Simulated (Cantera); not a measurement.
Feed: 1 mol SiH₂Cl₂, a varied amount of NO, equilibrated at 1173 K and 1.33 mbar.

These are equilibrium values from Cantera (NASA tables, ideal gas, pure condensed phases), not measurements of a reactor. Candidate condensed phases: H₂O, NH₄Cl, Si, SiO₂, Si₂N₂O, Si₃N₄; 47 gas species. Mutual solubility and eutectic melting of coexisting phases are not modelled. The tables' values for SiCl₃ are old estimates; treat these amounts as uncertain. The tables hold silica as quartz up to 1696 K and as liquid above; real silica turns to tridymite and cristobalite and melts near 1996 K. The numbers say what is thermodynamically allowed, not how fast it happens.

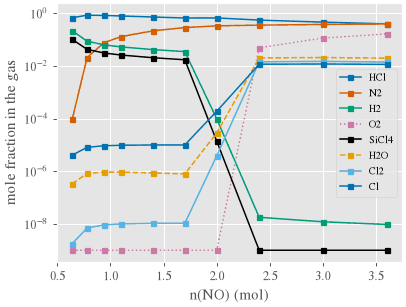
*Equilibrium gas composition (values under 1e-9 drawn at 1e-9)*

Q: Read off the mole fractions at 1.7 mol NO.

A: HCl about 0.66, N₂ about 0.29, H₂ about 0.035, SiCl₄ about 0.017, Cl about 1.0e-5, H₂O about 7.9e-7, Cl₂ about 1.1e-8.
